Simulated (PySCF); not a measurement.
**CH₉OPSi₂: geometry, spin-spin couplings**

Aim: predict the spin-spin couplings of CH₉OPSi₂ (`[SiH3]CO[SiH2]P`).

Programs: PySCF 2.14.0, with density-fitted response routines of our own. Each step states its level of theory. These are calculated values for one molecule in the gas phase, unless marked as measured. Atoms count from 0, in the outputs and in this text.

## 1. The starting structure

14 atoms, charge 0, multiplicity 1; geometry from: GFN2-xTB. The atoms were then displaced at random by about 0.01 Å, so the start is not that level's minimum.

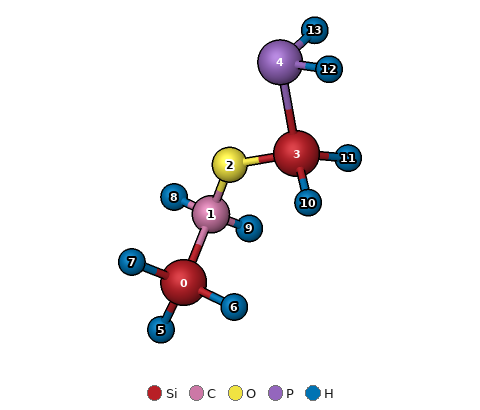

As it starts; silicon red, carbon pink, oxygen yellow, phosphorus purple, hydrogen blue, atoms numbered.

## 2. Relaxing the molecule at PBE0-D3(BJ)/def2-SVP

Job settings and geometry (Å):

```
{"job": {"xc": "PBE0", "basis": "def2-SVP", "d3": "d3bj", "grid": 1, "shake": 0.01, "kind": "geom"}, "charge": 0, "multiplicity": 1}
Si    -2.340320     0.487460     0.149090
C     -1.200050    -0.584400    -0.904400
O      0.098010    -0.075880    -0.962250
Si     1.330160    -0.228830     0.127130
P      2.932890     0.862620    -0.913740
H     -3.691600    -0.093100     0.054000
H     -1.885680     0.506390     1.531580
H     -2.347930     1.872510    -0.405870
H     -1.549120    -0.625180    -1.917360
H     -1.176500    -1.607060    -0.507800
H      0.972730     0.396800     1.428310
H      1.577780    -1.646390     0.426990
H      3.676720     0.977010     0.231140
H      3.595760    -0.257030    -1.319630
```

On the command line:

```
> OMP_NUM_THREADS=1 python probes_run.py task.json out
```

The driver reads the jobs from task.json and runs them one after another.

What it wrote:

```text
step   0  E = -1038.20668703  max force = 0.028107
step   1  E = -1038.21429257  max force = 0.006964
step   2  E = -1038.21484780  max force = 0.001911
step   3  E = -1038.21498361  max force = 0.001545
step   4  E = -1038.21515204  max force = 0.002059
step   5  E = -1038.21526860  max force = 0.001659
step   6  E = -1038.21534161  max force = 0.001396
step   7  E = -1038.21540924  max force = 0.001291
step   8  E = -1038.21545207  max force = 0.001022
step   9  E = -1038.21547525  max force = 0.000364
step  10  E = -1038.21548347  max force = 0.000380
optimisation converged
```

Wall time 78 s (1 thread of Arm Neoverse V1, shared host); peak memory 0.53 GiB.

Relaxation path:

| step | energy from step 0 (eV) | largest force component (eV/Å) |
| --- | --- | --- |
| 0 | 0.0000 | 1.4453 |
| 1 | -0.2070 | 0.3581 |
| 2 | -0.2221 | 0.0983 |
| 3 | -0.2258 | 0.0794 |
| 4 | -0.2303 | 0.1059 |
| 5 | -0.2335 | 0.0853 |
| 6 | -0.2355 | 0.0718 |
| 7 | -0.2373 | 0.0664 |
| 8 | -0.2385 | 0.0526 |
| 9 | -0.2391 | 0.0187 |
| 10 | -0.2394 | 0.0195 |

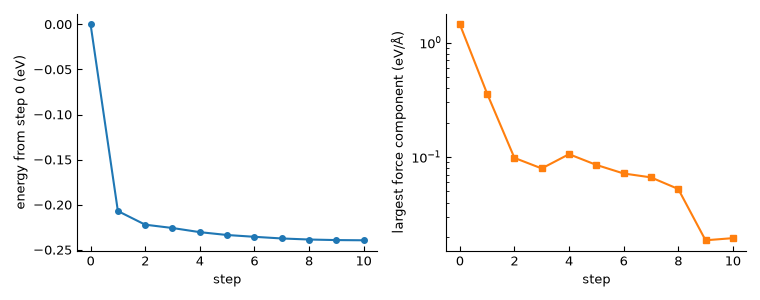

Energy and force, step by step.

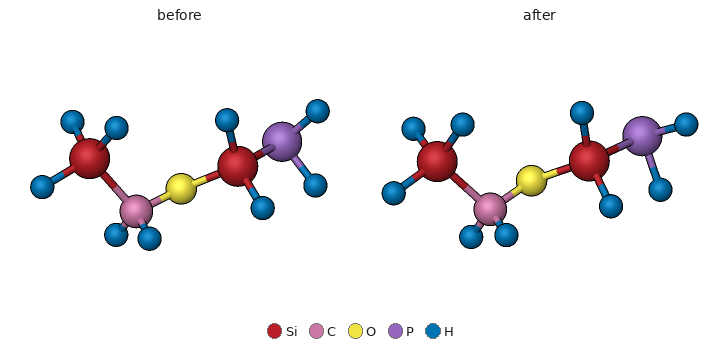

Before and after, at one scale.

Close pairs (by a distance rule), those that changed most:

| bond | before (Å) | after (Å) | change (Å) |
| --- | --- | --- | --- |
| P4–H13 | 1.363 | 1.429 | +0.066 |
| P4–H12 | 1.370 | 1.431 | +0.061 |
| Si3–P4 | 2.201 | 2.250 | +0.049 |
| Si0–H6 | 1.455 | 1.495 | +0.039 |
| C1–H8 | 1.072 | 1.104 | +0.032 |
| Si3–H11 | 1.470 | 1.499 | +0.029 |
| Si0–H5 | 1.474 | 1.496 | +0.022 |
| C1–O2 | 1.395 | 1.413 | +0.017 |

The next job starts from the end point, and lists it.

| at the end point | value |
| --- | --- |
| point group (found at 0.08 Å tolerance) | C1 |
| rotational constants (GHz, main isotopes) | 7.461, 0.822, 0.820 |
| dipole moment (D) | 1.71 |

## 3. Indirect couplings: B3LYP/cc-pVTZ

Job settings and geometry (Å):

```
{"job": {"kind": "j", "xc": "B3LYP", "basis": "cc-pVTZ"}, "charge": 0, "multiplicity": 1}
Si    -2.514026     0.494736     0.221151
C     -1.210546    -0.510078    -0.735431
O      0.029410     0.165562    -0.771916
Si     1.276400    -0.064552     0.309602
P      3.062827     0.942895    -0.615420
H     -3.818885    -0.237470     0.213795
H     -2.064549     0.679713     1.634460
H     -2.689257     1.834082    -0.412908
H     -1.555776    -0.659229    -1.773298
H     -1.117420    -1.523859    -0.296652
H      1.009339     0.594639     1.626969
H      1.439645    -1.535561     0.549154
H      3.909510     0.535845     0.463969
H      3.404159    -0.182157    -1.426862
```

Method: B3LYP/cc-pVTZ indirect spin-spin coupling, non-relativistic, gas phase.

What it wrote:

```text
coarse grid: 12624 points
cycle   1  E = -1039.1451518659  dE =  1.045e-01  |g| = 7.342e-01  |ddm| = 6.635e+00
cycle   2  E = -1038.8605345956  dE =  2.846e-01  |g| = 1.411e+00  |ddm| = 2.490e+00
cycle   3  E = -1039.2385649609  dE = -3.780e-01  |g| = 9.515e-02  |ddm| = 1.702e+00
cycle   4  E = -1039.2403232617  dE = -1.758e-03  |g| = 3.168e-02  |ddm| = 1.682e-01
cycle   5  E = -1039.2405633720  dE = -2.401e-04  |g| = 9.794e-03  |ddm| = 6.680e-02
cycle   6  E = -1039.2405915010  dE = -2.813e-05  |g| = 1.719e-03  |ddm| = 1.859e-02
cycle   7  E = -1039.2405922624  dE = -7.613e-07  |g| = 5.119e-04  |ddm| = 3.263e-03
final grid: 106544 points
cycle   8  E = -1039.2463341359  dE = -2.972e-05  |g| = 3.306e-03  |ddm| = 5.474e-02
cycle   9  E = -1039.2463318547  dE =  2.281e-06  |g| = 4.845e-03  |ddm| = 1.115e-02
cycle  10  E = -1039.2463362943  dE = -4.440e-06  |g| = 5.380e-04  |ddm| = 6.093e-03
cycle  11  E = -1039.2463363385  dE = -4.417e-08  |g| = 2.499e-04  |ddm| = 1.050e-03
cycle  12  E = -1039.2463363524  dE = -1.388e-08  |g| = 4.062e-05  |ddm| = 3.948e-04
cycle  13  E = -1039.2463363528  dE = -4.161e-10  |g| = 1.132e-05  |ddm| = 8.349e-05
converged SCF energy = -1039.2463363528

Indirect spin-spin couplings (Hz)
  i      j    bonds     total        FC       PSO       DSO        SD
  0 Si   1 C    1    -48.174   -47.686     1.400    -0.092    -1.795
  0 Si   2 O    2      3.102     3.757    -0.688     0.007     0.026
  0 Si   3 Si   3      0.214     0.212     0.014    -0.011    -0.000
  0 Si   4 P    4      0.320     0.264    -0.009     0.042     0.023
  0 Si   5 H    1   -145.128  -145.657     0.589    -0.156     0.096
  0 Si   6 H    1   -153.183  -153.684     0.605    -0.183     0.079
  0 Si   7 H    1   -159.152  -159.704     0.663    -0.170     0.058
  0 Si   8 H    2      2.817     2.766     0.082     0.109    -0.141
  0 Si   9 H    2      1.339     1.288     0.097     0.099    -0.144
  0 Si  10 H    4      0.251     0.259     0.011    -0.055     0.036
  0 Si  13 H    5     -0.153    -0.199    -0.078     0.128    -0.003
  1 C    2 O    1     24.242    25.927    -1.539    -0.147         -
  1 C    3 Si   2      3.392     3.051     0.331     0.032    -0.022
  1 C    4 P    3      2.145     2.313    -0.184    -0.098     0.114
  1 C    5 H    2     11.052    11.197    -0.013    -0.132         -
  1 C    6 H    2      2.499     2.680    -0.046    -0.135         -
  1 C    7 H    2      2.317     2.504    -0.035    -0.152         -
  1 C    8 H    1    132.528   131.014     0.552     0.962         -
  1 C    9 H    1    122.829   121.203     0.621     1.006         -
  1 C   10 H    3     -0.364    -0.328     0.104    -0.140         -
  1 C   11 H    3      2.208     2.139     0.036     0.033         -
  1 C   12 H    4      0.388     0.520     0.156    -0.288         -
  1 C   13 H    4     -0.260    -0.228     0.111    -0.143         -
  2 O    3 Si   1    -29.177   -23.095    -6.554     0.061     0.410
  2 O    4 P    2    -26.858   -26.806     0.202    -0.002    -0.252
  2 O    5 H    3     -5.649    -5.853     0.009     0.195         -
  2 O    6 H    3     -0.472    -0.439    -0.021    -0.012         -
  2 O    7 H    3     -0.314    -0.241    -0.034    -0.039         -
  2 O    8 H    2     -8.308    -7.294    -1.032     0.018         -
  2 O    9 H    2     -1.377    -0.383    -1.055     0.061         -
  2 O   10 H    2     -3.282    -3.440     0.019     0.139         -
  2 O   11 H    2     -2.552    -2.750     0.074     0.124         -
  2 O   12 H    3     -7.883    -8.083    -0.008     0.209         -
  2 O   13 H    3      0.971     0.983    -0.008    -0.004         -
  3 Si   4 P    1     26.016    24.957     9.331    -0.076    -8.196
  3 Si   6 H    4     -0.367    -0.317     0.004    -0.088     0.034
  3 Si   8 H    3     -9.397    -9.314    -0.317     0.322    -0.088
  3 Si   9 H    3     -6.361    -6.395     0.052    -0.051     0.033
  3 Si  10 H    1   -165.525  -166.117     0.957    -0.345    -0.020
  3 Si  11 H    1   -168.462  -169.028     0.911    -0.344    -0.001
  3 Si  12 H    2      3.118     2.951     0.325    -0.041    -0.117
  3 Si  13 H    2      7.837     7.492     0.442    -0.016    -0.080
  4 P    5 H    5      0.194     0.372     0.101    -0.297     0.018
  4 P    6 H    5     -0.152     0.007    -0.034    -0.153     0.028
  4 P    8 H    4     -0.777    -0.541     0.087    -0.281    -0.042
  4 P    9 H    4     -0.540    -0.387     0.157    -0.358     0.047
  4 P   10 H    2     38.160    38.982    -0.530    -0.258    -0.034
  4 P   11 H    2     -4.352    -3.062    -0.661    -0.383    -0.245
  4 P   12 H    1    119.990   111.681     8.847     0.366    -0.904
  4 P   13 H    1    114.811   107.040     8.352     0.370    -0.951
  5 H    6 H    2      3.181     4.305     0.781    -1.905         -
  5 H    7 H    2      3.957     5.125     0.814    -1.983         -
  5 H    8 H    3     -0.543    -0.449     0.206    -0.300         -
  5 H    9 H    3     -0.435    -0.390     0.157    -0.202         -
  5 H   10 H    5     -0.576    -0.188     0.352    -0.740         -
  5 H   11 H    5     -0.206     0.044     0.363    -0.613         -
  5 H   13 H    6     -0.238     0.044     0.360    -0.642         -
  6 H    7 H    2      5.473     6.574     0.750    -1.851         -
  6 H    8 H    3      8.623     9.605     1.293    -2.275         -
  6 H    9 H    3      0.985     1.067     0.227    -0.309         -
  6 H   10 H    5      1.326     0.568    -0.768     1.526         -
  6 H   13 H    6     -0.278     0.020     0.361    -0.659         -
  7 H    8 H    3      1.201     1.314     0.237    -0.350         -
  7 H    9 H    3      8.178     9.144     1.275    -2.242         -
  7 H   11 H    5     -0.419     0.034     0.595    -1.048         -
  7 H   12 H    6     -0.295    -0.002     0.315    -0.609         -
  7 H   13 H    6     -0.200     0.019     0.316    -0.535         -
  8 H    9 H    2    -13.542   -13.909     1.978    -1.612         -
  8 H   10 H    4     -0.177     0.235     1.218    -1.629         -
  8 H   12 H    5     -0.516    -0.099     0.654    -1.071         -
  9 H   11 H    4      0.678     0.035    -0.998     1.641         -
  9 H   12 H    5     -0.455    -0.078     0.418    -0.795         -
 10 H   11 H    2     17.600    18.549     0.555    -1.504         -
 10 H   12 H    3     -0.220    -0.372    -0.035     0.187         -
 10 H   13 H    3      7.430     8.628     0.775    -1.974         -
 11 H   12 H    3      0.445     0.401     0.000     0.043         -
 11 H   13 H    3      5.965     5.711    -0.183     0.437         -
 12 H   13 H    2     -8.544    -8.644     0.976    -0.877         -
```

Run time: 86 s. Hardware: 1 thread of Arm Neoverse V1, shared host; peak memory 1 GiB.

This basis has no tight s functions, so the Fermi-contact terms are rough.

Beyond four bonds or across contacts, the largest of 1 Hz or more: H6–H10 1.3 Hz.

Couplings of 1 Hz or more over one to four bonds, nine at most for each number, with means over like pairs (isotopes 13C, 1H, 17O, 31P, 29Si):

| pair | bonds | J (Hz) | Fermi contact (Hz) | dihedral (°) |
| --- | --- | --- | --- | --- |
| Si3–H10 | 1 | -167.0 | -167.6 | – |
| Si0–H5 | 1 | -152.5 | -153.0 | – |
| C1–H8 | 1 | 127.7 | 126.1 | – |
| P4–H12 | 1 | 117.4 | 109.4 | – |
| Si0–C1 | 1 | -48.2 | -47.7 | – |
| O2–Si3 | 1 | -29.2 | -23.1 | – |
| Si3–P4 | 1 | 26.0 | 25.0 | – |
| C1–O2 | 1 | 24.2 | 25.9 | – |
| O2–P4 | 2 | -26.9 | -26.8 | – |
| H10–H11 | 2 | 17.6 | 18.5 | – |
| P4–H10 | 2 | 16.9 | 18.0 | – |
| H8–H9 | 2 | -13.5 | -13.9 | – |
| H12–H13 | 2 | -8.5 | -8.6 | – |
| Si3–H12 | 2 | 5.5 | 5.2 | – |
| C1–H5 | 2 | 5.3 | 5.5 | – |
| O2–H8 | 2 | -4.8 | -3.8 | – |
| H5–H6 | 2 | 4.2 | 5.3 | – |
| Si3–H8 | 3 | -7.9 | -7.9 | – |
| O2–H12 | 3 | -3.5 | -3.6 | – |
| H10–H12 | 3 | 3.4 | 3.6 | – |
| H5–H8 | 3 | 3.0 | 3.4 | – |
| C1–P4 | 3 | 2.1 | 2.3 | 167 |
| O2–H5 | 3 | -2.1 | -2.2 | – |

Means hide unlike values in this fixed geometry: P4–H10 from -4.4 to 38.2 Hz; Si3–H12 from 3.1 to 7.8 Hz; C1–H5 from 2.3 to 11.1 Hz. They hold only if the pairs exchange fast.

The spin-dipole term was solved for some atoms only; pairs without it lack that part.

The response was solved for the nuclei of C, H, P, Si alone, so couplings that need other nuclei can be missing.

Quadrupole couplings from the field gradients of the same density:

| atom | isotope | eQq/h (MHz) | η |
| --- | --- | --- | --- |
| O2 | 17O | -10.1 | 0.41 |

## 4. J couplings: B3LYP/6-31G*

The job, as its differences from that of step 3:

```diff
@@ -1,2 +1,2 @@
-{"job": {"kind": "j", "xc": "B3LYP", "basis": "cc-pVTZ"}, "charge": 0, "multiplicity": 1}
+{"job": {"kind": "j", "xc": "B3LYP", "basis": "6-31G*"}, "charge": 0, "multiplicity": 1}
 Si    -2.514026     0.494736     0.221151
```

Level: B3LYP/6-31G* indirect spin-spin coupling, non-relativistic, gas phase.

What it wrote:

```text
coarse grid: 12624 points
cycle   1  E = -1039.0699710319  dE =  1.271e-01  |g| = 6.776e-01  |ddm| = 3.218e+00
cycle   2  E = -1038.8239886400  dE =  2.460e-01  |g| = 1.291e+00  |ddm| = 2.012e+00
cycle   3  E = -1039.1614595879  dE = -3.375e-01  |g| = 6.554e-02  |ddm| = 1.493e+00
cycle   4  E = -1039.1623338156  dE = -8.742e-04  |g| = 2.937e-02  |ddm| = 1.209e-01
cycle   5  E = -1039.1626294862  dE = -2.957e-04  |g| = 6.135e-03  |ddm| = 5.376e-02
cycle   6  E = -1039.1626422469  dE = -1.276e-05  |g| = 1.212e-03  |ddm| = 9.900e-03
cycle   7  E = -1039.1626426338  dE = -3.869e-07  |g| = 3.246e-04  |ddm| = 1.564e-03
final grid: 106544 points
cycle   8  E = -1039.0880628309  dE = -6.992e-06  |g| = 2.737e-03  |ddm| = 1.249e-02
cycle   9  E = -1039.0880616248  dE =  1.206e-06  |g| = 3.646e-03  |ddm| = 5.367e-03
cycle  10  E = -1039.0880647239  dE = -3.099e-06  |g| = 3.476e-04  |ddm| = 2.843e-03
cycle  11  E = -1039.0880647488  dE = -2.494e-08  |g| = 1.314e-04  |ddm| = 4.936e-04
cycle  12  E = -1039.0880647524  dE = -3.593e-09  |g| = 2.959e-05  |ddm| = 1.477e-04
cycle  13  E = -1039.0880647527  dE = -2.287e-10  |g| = 6.062e-06  |ddm| = 4.014e-05
converged SCF energy = -1039.0880647527

Indirect spin-spin couplings (Hz)
  i      j    bonds     total        FC       PSO       DSO        SD
  0 Si   1 C    1    -66.440   -65.701     0.913    -0.092    -1.561
  0 Si   2 O    2      3.314     3.883    -0.610     0.007     0.033
  0 Si   3 Si   3      0.203     0.219    -0.006    -0.012     0.001
  0 Si   4 P    4      0.265     0.231    -0.032     0.042     0.023
  0 Si   5 H    1   -169.343  -169.607     0.810    -0.185    -0.362
  0 Si   6 H    1   -179.617  -179.819     0.785    -0.213    -0.370
  0 Si   7 H    1   -187.778  -188.066     0.888    -0.199    -0.400
  0 Si   8 H    2      2.794     2.715     0.106     0.104    -0.132
  0 Si   9 H    2      1.656     1.586     0.110     0.094    -0.133
  0 Si  13 H    5     -0.152    -0.215    -0.061     0.127    -0.003
  1 C    2 O    1     11.874    13.462    -1.433    -0.155         -
  1 C    3 Si   2      3.300     2.973     0.320     0.031    -0.025
  1 C    4 P    3      2.646     2.759    -0.123    -0.098     0.109
  1 C    5 H    2      9.714     9.847    -0.006    -0.127         -
  1 C    6 H    2      1.922     2.097    -0.046    -0.129         -
  1 C    7 H    2      1.711     1.900    -0.044    -0.145         -
  1 C    8 H    1    152.555   151.262     0.275     1.018         -
  1 C    9 H    1    144.303   142.871     0.371     1.060         -
  1 C   10 H    3     -0.505    -0.438     0.069    -0.136         -
  1 C   11 H    3      2.114     2.058     0.018     0.038         -
  1 C   12 H    4      0.347     0.529     0.104    -0.285         -
  1 C   13 H    4     -0.314    -0.252     0.079    -0.141         -
  2 O    3 Si   1    -20.412   -15.239    -5.513     0.063     0.278
  2 O    4 P    2    -23.303   -23.201     0.130    -0.001    -0.231
  2 O    5 H    3     -5.266    -5.473     0.016     0.191         -
  2 O    6 H    3     -0.357    -0.326    -0.014    -0.017         -
  2 O    7 H    3     -0.246    -0.199    -0.006    -0.041         -
  2 O    8 H    2     -8.916    -8.089    -0.835     0.008         -
  2 O    9 H    2     -2.243    -1.451    -0.836     0.044         -
  2 O   10 H    2     -4.326    -4.483     0.025     0.132         -
  2 O   11 H    2     -3.357    -3.563     0.092     0.114         -
  2 O   12 H    3     -7.148    -7.351    -0.004     0.207         -
  2 O   13 H    3      0.775     0.791    -0.011    -0.004         -
  3 Si   4 P    1     -2.217    -2.832     8.445    -0.075    -7.755
  3 Si   6 H    4     -0.354    -0.363     0.062    -0.088     0.035
  3 Si   8 H    3     -7.689    -7.753    -0.167     0.319    -0.089
  3 Si   9 H    3     -4.839    -4.978     0.156    -0.053     0.036
  3 Si  10 H    1   -188.172  -188.451     1.086    -0.373    -0.434
  3 Si  11 H    1   -188.349  -188.698     1.142    -0.372    -0.420
  3 Si  12 H    2      3.215     3.307     0.009    -0.047    -0.054
  3 Si  13 H    2      7.991     7.781     0.260    -0.021    -0.028
  4 P    5 H    5      0.219     0.372     0.121    -0.295     0.020
  4 P    8 H    4     -0.782    -0.618     0.157    -0.280    -0.042
  4 P    9 H    4     -0.469    -0.336     0.163    -0.357     0.061
  4 P   10 H    2     33.852    34.423    -0.311    -0.250    -0.010
  4 P   11 H    2     -3.238    -2.071    -0.643    -0.375    -0.149
  4 P   12 H    1    164.133   158.543     4.723     0.438     0.429
  4 P   13 H    1    162.473   157.436     4.199     0.443     0.394
  5 H    6 H    2      2.364     3.995     0.199    -1.829         -
  5 H    7 H    2      3.151     4.835     0.222    -1.906         -
  5 H    8 H    3     -0.646    -0.411     0.035    -0.270         -
  5 H    9 H    3     -0.482    -0.310     0.000    -0.173         -
  5 H   10 H    5     -0.757    -0.215     0.188    -0.730         -
  5 H   11 H    5     -0.335     0.050     0.218    -0.603         -
  5 H   12 H    6     -0.267     0.224     0.216    -0.707         -
  5 H   13 H    6     -0.363     0.046     0.227    -0.636         -
  6 H    7 H    2      4.390     5.987     0.178    -1.775         -
  6 H    8 H    3      8.135     9.578     0.796    -2.240         -
  6 H    9 H    3      0.922     1.152     0.047    -0.277         -
  6 H   10 H    5      2.026     0.965    -0.451     1.512         -
  6 H   12 H    6     -0.205     0.017     0.110    -0.333         -
  6 H   13 H    6     -0.407     0.018     0.228    -0.652         -
  7 H    8 H    3      1.168     1.427     0.061    -0.320         -
  7 H    9 H    3      7.634     9.056     0.785    -2.207         -
  7 H   11 H    5     -0.607     0.058     0.371    -1.036         -
  7 H   12 H    6     -0.412     0.001     0.190    -0.602         -
  7 H   13 H    6     -0.309     0.016     0.204    -0.529         -
  8 H    9 H    2    -16.234   -15.808     1.065    -1.491         -
  8 H   10 H    4     -0.389     0.392     0.829    -1.610         -
  8 H   11 H    4     -0.352    -0.036     0.510    -0.826         -
  8 H   12 H    5     -0.740    -0.098     0.418    -1.060         -
  9 H   10 H    4     -0.267     0.027     0.098    -0.392         -
  9 H   11 H    4      1.109     0.194    -0.723     1.639         -
  9 H   12 H    5     -0.628    -0.090     0.248    -0.787         -
 10 H   11 H    2     18.619    19.969     0.080    -1.430         -
 10 H   12 H    3     -0.261    -0.342    -0.134     0.215         -
 10 H   13 H    3      7.008     8.587     0.363    -1.942         -
 11 H   12 H    3      0.259     0.297    -0.106     0.068         -
 11 H   13 H    3      5.868     5.627    -0.216     0.457         -
 12 H   13 H    2    -12.481   -11.996     0.291    -0.775         -
```

It took 17 s on 1 thread of Arm Neoverse V1, shared host; peak memory 0.6 GiB.

This basis has no tight s functions, so the Fermi-contact terms are rough.

In short: J(Si3,H10) -188.3 Hz, J(Si0,H5) -178.9 Hz, J(P4,H12) 163.3 Hz (means over like pairs).

## 5. Comparing the runs: spin-spin couplings

Couplings (Hz), each a mean over the pairs like the one named, with basis size and wall time:

| run | Si3–H10 | Si0–H5 | P4–H12 | C1–H8 | Si0–C1 | O2–P4 | O2–Si3 | functions | time |
| --- | --- | --- | --- | --- | --- | --- | --- | --- | --- |
| B3LYP/cc-pVTZ | -167.0 | -152.5 | 117.4 | 127.7 | -48.2 | -26.9 | -29.2 | 288 | 86 s |
| B3LYP/6-31G* | -188.3 | -178.9 | 163.3 | 148.4 | -66.4 | -23.3 | -20.4 | 100 | 17 s |

## 6. Results

| quantity | value |
| --- | --- |
| point group | C1 |
| rotational constants (main isotopes) | 7.46, 0.82, 0.82 GHz |
| largest coupling of the table (B3LYP/cc-pVTZ) | 1J(Si,H) Si3–H10, -167.0 Hz (mean over like pairs) |
| range of J(Si3,H10), mean over like pairs | -188.3 to -167.0 Hz |

What this shows: The start of the PBE0/def2-SVP relaxation was shaken at random by about 0.01 Å, so part of the energy gained, and of the first lengths quoted, undoes that. Over 10 steps the energy fell by 0.239 eV; of the close pairs, P4–H13 changed most, 1.363 to 1.429 Å. Of the pairs tabulated at B3LYP/cc-pVTZ, Si3–H10 (mean over like pairs) couples most strongly (-167.0 Hz; Fermi contact -167.6 Hz). Couplings across rotatable bonds belong to this one conformer; where others are populated, the observed values are averages. The coupling Si3–H10, as a mean over pairs of its kind, runs from -188.3 Hz (B3LYP/6-31G*) to -167.0 Hz (B3LYP/cc-pVTZ). Couplings from bases without tight functions are rough.
